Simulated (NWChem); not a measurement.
# C4H5N (pyrrole) at 3 levels

Aim: a comparison of 3 runs (HF/STO-3G, HF/3-21G, B3LYP/6-31G*) of C4H5N (pyrrole). 

Program for the calculation: NWChem 7.3.0.

## (1) Starting point

C4H5N has 10 atoms, charge 0, and is taken as a singlet. As SMILES, `c1cc[nH]c1`. Geometry: relaxed at PBE0-D4/def2-TZVP.

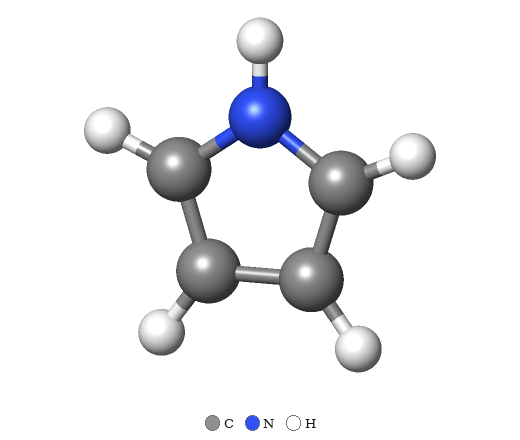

The structure, seen from a chosen angle (carbon grey, nitrogen blue, hydrogen white).

## (2) Energy and forces at HF/STO-3G (run 1)

File geom.nw:

```
start geom
memory 2200 mb
geometry units angstroms noautosym nocenter noautoz
  C        0.384600       0.594100      -0.956400
  C        0.750200      -0.724400      -0.589800
  C        0.090300      -1.022300       0.574600
  N       -0.655400       0.066100       0.918400
  C       -0.486100       1.056300      -0.003400
  H        0.721300       1.143400      -1.821400
  H        1.421500      -1.381800      -1.119400
  H        0.092400      -1.914300       1.179700
  H       -1.241900       0.129000       1.729700
  H       -0.993800       2.002600       0.090700
end
basis spherical bse
  C library STO-3G
  N library STO-3G
  H library STO-3G
end
scf
  thresh 1e-08
  maxiter 80
end
task scf gradient
```

Started as:

```console
$ nwchem geom.nw > geom.out
```

Standard output:

```text
Northwest Computational Chemistry Package (NWChem) 7.3.0
             --------------------------------------------------------

           Job information
           ---------------

    nwchem branch   = 7.3.0
    use scalapack   = T
    input           = geom.nw
    prefix          = geom.
    data base       = ./geom.db
    status          = startup
    nproc           =        1

           Memory information
           ------------------

    heap     =     72089596 doubles =      550.0 Mbytes
    stack    =     72089601 doubles =      550.0 Mbytes
    global   =    144179200 doubles =     1100.0 Mbytes (distinct from heap & stack)
    total    =    288358397 doubles =     2200.0 Mbytes
    verify   = yes
    hardfail = no

[... 144 lines left out ...]
 Convergence threshold     :          1.000E-08
[... 12 lines left out ...]
       Final RHF  results
[... 3 lines left out ...]
      One-electron energy =   -600.405722517658
[... 1 line left out ...]
 Nuclear repulsion energy =    161.734875778433
[... 36 lines left out ...]
                       ROHF Final Molecular Orbital Analysis
[... 216 lines left out ...]
                         RHF ENERGY GRADIENTS

    atom               coordinates                        gradient
                 x          y          z           x          y          z
   1 C       0.726789   1.122686  -1.807334    0.013123  -0.012586  -0.010528
   2 C       1.417672  -1.368918  -1.114560    0.006744   0.010434  -0.016948
   3 C       0.170642  -1.931867   1.085837   -0.023854   0.015864   0.023959
[... 6 lines of this table left out ...]
  10 H      -1.878010   3.784365   0.171398    0.000738  -0.000893  -0.000470

                 ----------------------------------------
                 |  Time  |  1-e(secs)   |  2-e(secs)   |
                 ----------------------------------------
                 |  CPU   |       0.00   |       0.13   |
                 ----------------------------------------
                 |  WALL  |       0.00   |       0.13   |
                 ----------------------------------------

 Task  times  cpu:        1.7s     wall:        1.7s
 Total times  cpu:        1.7s     wall:        1.7s
```

It took 2.2 s on 1 thread of AMD EPYC 9R45 (Zen 5), shared host; peak memory 0.099 GiB.

## (3) Energy and forces at HF/3-21G (run 2)

File c4h5n.nw:

```
start c4h5n
title "C4H5N gradient"
memory total 2200 mb
geometry noautosym nocenter noautoz
C     0.384600    0.594100   -0.956400
C     0.750200   -0.724400   -0.589800
C     0.090300   -1.022300    0.574600
N    -0.655400    0.066100    0.918400
C    -0.486100    1.056300   -0.003400
H     0.721300    1.143400   -1.821400
H     1.421500   -1.381800   -1.119400
H     0.092400   -1.914300    1.179700
H    -1.241900    0.129000    1.729700
H    -0.993800    2.002600    0.090700
end
basis spherical bse
* library 3-21G
end
scf
thresh 1e-08
maxiter 80
print low
end
task scf gradient
```

Started as:

```console
$ nwchem c4h5n.nw > c4h5n.out
```

Standard output:

```text
Northwest Computational Chemistry Package (NWChem) 7.3.0
             --------------------------------------------------------

           Job information
           ---------------

    nwchem branch   = 7.3.0
    use scalapack   = T
    input           = c4h5n.nw
    prefix          = c4h5n.
    data base       = ./c4h5n.db
    status          = startup
    nproc           =        1

           Memory information
           ------------------

    heap     =     72089596 doubles =      550.0 Mbytes
    stack    =     72089601 doubles =      550.0 Mbytes
    global   =    144179200 doubles =     1100.0 Mbytes (distinct from heap & stack)
    total    =    288358397 doubles =     2200.0 Mbytes
    verify   = yes
    hardfail = no

[... 37 lines left out ...]
            Nuclear Dipole moment (a.u.)
[... 92 lines left out ...]
       Final RHF  results
       ------------------

         Total SCF energy =   -207.646420017675
      One-electron energy =   -600.244367074888
      Two-electron energy =    230.863071278780
 Nuclear repulsion energy =    161.734875778433

        Time for solution =      1.6s

                              NWChem Gradients Module
                              -----------------------

                         RHF ENERGY GRADIENTS

    atom               coordinates                        gradient
                 x          y          z           x          y          z
   1 C       0.726789   1.122686  -1.807334    0.004467  -0.016297   0.004610
   2 C       1.417672  -1.368918  -1.114560   -0.004571   0.016290  -0.004461
   3 C       0.170642  -1.931867   1.085837   -0.008485   0.013430   0.003238
[... 6 lines of this table left out ...]
  10 H      -1.878010   3.784365   0.171398   -0.005314   0.008487   0.001949

 Task  times  cpu:        1.9s     wall:        1.9s
 Total times  cpu:        1.9s     wall:        1.9s
```

Wall time 2.5 s (1 thread of AMD EPYC 9R45 (Zen 5), shared host); peak memory 0.099 GiB.

## (4) Energy and gradient at B3LYP/6-31G(d) (Cartesian functions) (run 3)

File run.py:

```python
from ase import Atoms
from ase.calculators.nwchem import NWChem

mol = Atoms(['C', 'C', 'C', 'N', 'C', 'H', 'H', 'H', 'H', 'H'], positions=[
    [0.384600, 0.594100, -0.956400],
    [0.750200, -0.724400, -0.589800],
    [0.090300, -1.022300, 0.574600],
    [-0.655400, 0.066100, 0.918400],
    [-0.486100, 1.056300, -0.003400],
    [0.721300, 1.143400, -1.821400],
    [1.421500, -1.381800, -1.119400],
    [0.092400, -1.914300, 1.179700],
    [-1.241900, 0.129000, 1.729700],
    [-0.993800, 2.002600, 0.090700],
])

calc = NWChem(
    label='input',
    theory='dft',
    memory='2200 mb',
    basis='6-31G*',
    dft={'xc': 'b3lyp', 'mult': '1', 'grid': 'xfine', 'convergence': 'energy 1e-08', 'iterations': '100', 'mulliken': None},
)
mol.calc = calc

forces = mol.get_forces()
print("Total energy (eV):", round(mol.get_potential_energy(), 6))
print("forces (eV/A):")
for s, f in zip(mol.symbols, forces):
    print(f"{s:2s} {f[0]:10.5f} {f[1]:10.5f} {f[2]:10.5f}")
print("dipole (e A):", mol.get_dipole_moment().round(4))
```

Started as:

```console
$ export ASE_NWCHEM_COMMAND="nwchem PREFIX.nwi > PREFIX.nwo"
$ python run.py
```

Standard output:

```text
Total energy (eV): -5718.892114
forces (eV/A):
C     0.13889    0.15267   -0.30658
C     0.23438   -0.19201   -0.21011
C     0.12830   -0.48049    0.13956
N    -0.27161    0.02859    0.37672
C    -0.14182    0.48589   -0.12521
H     0.04062    0.05708   -0.09811
H     0.07605   -0.07040   -0.06243
H    -0.01034   -0.07924    0.06921
H    -0.14074    0.01548    0.19463
H    -0.05379    0.08238    0.02227
dipole (e A): [-0.2357  0.0253  0.3259]
```

The calculator wrote input.nwi:

```
title "input"

permanent_dir input

scratch_dir input

start input

geometry units angstrom nocenter noautosym noautoz
  C  3.8460000000000000e-01 5.9409999999999996e-01 -9.5640000000000003e-01
  C  7.5019999999999998e-01 -7.2440000000000004e-01 -5.8979999999999999e-01
  C  9.0300000000000005e-02 -1.0223000000000000e+00 5.7460000000000000e-01
  N  -6.5539999999999998e-01 6.6100000000000006e-02 9.1839999999999999e-01
  C  -4.8609999999999998e-01 1.0563000000000000e+00 -3.3999999999999998e-03
  H  7.2130000000000005e-01 1.1434000000000000e+00 -1.8213999999999999e+00
  H  1.4215000000000000e+00 -1.3817999999999999e+00 -1.1194000000000000e+00
  H  9.2399999999999996e-02 -1.9142999999999999e+00 1.1797000000000000e+00
  H  -1.2419000000000000e+00 1.2900000000000000e-01 1.7297000000000000e+00
  H  -9.9380000000000002e-01 2.0026000000000002e+00 9.0700000000000003e-02
end

memory 2200 mb

basis noprint
   * library 6-31G*
end

dft
  xc b3lyp
  mult 1
  grid xfine
  convergence energy 1e-08
  iterations 100
  mulliken
end

task dft gradient
```

input.nwo:

```text
Northwest Computational Chemistry Package (NWChem) 7.3.0
             --------------------------------------------------------

           Job information
           ---------------

    nwchem branch   = 7.3.0
    use scalapack   = T
    input           = input.nwi
    prefix          = input.
    data base       = input/input.db
    status          = startup
    nproc           =        1

           Memory information
           ------------------

    heap     =     72089596 doubles =      550.0 Mbytes
    stack    =     72089601 doubles =      550.0 Mbytes
    global   =    144179200 doubles =     1100.0 Mbytes (distinct from heap & stack)
    total    =    288358397 doubles =     2200.0 Mbytes
    verify   = yes
    hardfail = no

[... 108 lines left out ...]
  convergence criterion.
[... 40 lines left out ...]
          Spatial weights used:  Erf1
[... 79 lines left out ...]
         Total DFT energy =     -210.165410488883
[... 3 lines left out ...]
 Nuclear repulsion energy =      161.734875778432
[... 666 lines left out ...]
          Convergence on gradient requested:  5.00D-04
[... 27 lines left out ...]
          total energy or number of iterations.
[... 26 lines left out ...]
                         DFT ENERGY GRADIENTS

    atom               coordinates                        gradient
                 x          y          z           x          y          z
   1 C       0.726789   1.122686  -1.807334   -0.002701  -0.002969   0.005962
   2 C       1.417672  -1.368918  -1.114560   -0.004558   0.003734   0.004086
   3 C       0.170642  -1.931867   1.085837   -0.002495   0.009344  -0.002714
[... 6 lines of this table left out ...]
  10 H      -1.878010   3.784365   0.171398    0.001046  -0.001602  -0.000433

                 ----------------------------------------
                 |  Time  |  1-e(secs)   |  2-e(secs)   |
                 ----------------------------------------
                 |  CPU   |       0.01   |       1.19   |
                 ----------------------------------------
                 |  WALL  |       0.01   |       1.19   |
                 ----------------------------------------

 Task  times  cpu:       32.8s     wall:       32.8s
 Total times  cpu:       32.9s     wall:       32.9s
```

It took 34 s on 1 thread of AMD EPYC 9R45 (Zen 5), shared host; peak memory 0.15 GiB.

## (5) The series

```csv
run,level,Cartesian functions,SCF iteration cap,module,energy (Eh),dipole moment (D),HOMO energy (eV),LUMO energy (eV),wall time
1,HF/STO-3G,no,80,scf,-206.224701,1.92,-6.43,8.90,2.2 s
2,HF/3-21G,no,80,scf,-207.646420,–,–,–,2.5 s
3,B3LYP/6-31G* (Cartesian functions),yes,100,dft,-210.165410,1.94,-5.49,1.48,34 s
```

## (6) What came out

| quantity | value |
| --- | --- |
| run 3: total energy | -210.16541 Eh |
| run 3: dipole moment | 1.94 D |
| run 3: HOMO energy | -5.49 eV |
| run 3: LUMO energy | 1.48 eV |
| run 3: HOMO–LUMO gap | 6.97 eV |
| run 3: largest force on an atom | 0.521 eV/Å |

In words: All runs together took 39 s, the longest 34 s.
